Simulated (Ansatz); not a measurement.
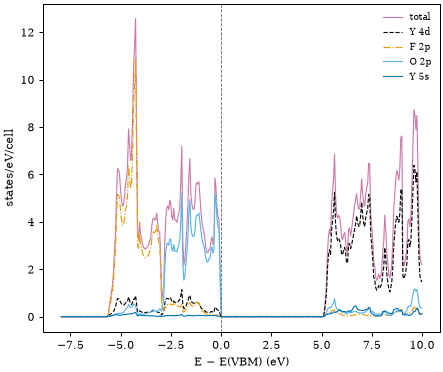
Fig. 1. Total and projected density of states of YOF in space group P4/nmm (No. 129; Y on 2c, O on 2b, F on 2a), the program Ansatz at the LDA level (PAW)

Task: Which orbitals carry the states next to the gap?

Result: Top 1 eV of the valence band: O 2p 87 %, Y 4d 7 %. Bottom 1 eV of the conduction band: Y 4d 77 %, O 2p 9 %. Projections are on Löwdin-orthogonalised atomic valence shells; empty p or d shells of many metals are not among them.

Task: Where is the tallest occupied peak in this window, and what makes it?

Result: Near -4.3 eV, about 13 states/eV per cell; the largest projected share is F 2p.

The workflow started from a Materials Project entry (that database holds measured and hypothetical structures alike); the Crystallography Open Database copy checked does not list it. COD files the formula under space group No. 166, so this cell is another polymorph or a model. Whether it is the stable phase at ambient conditions was not checked. The LDA relaxation kept the symmetry of its start; phonons on a q-mesh show no instability. The run is not spin-polarised. Scalar-relativistic: spin–orbit coupling is off unless named, which matters more the heavier the elements.

Potentials: the later of the program's two PAW sets.
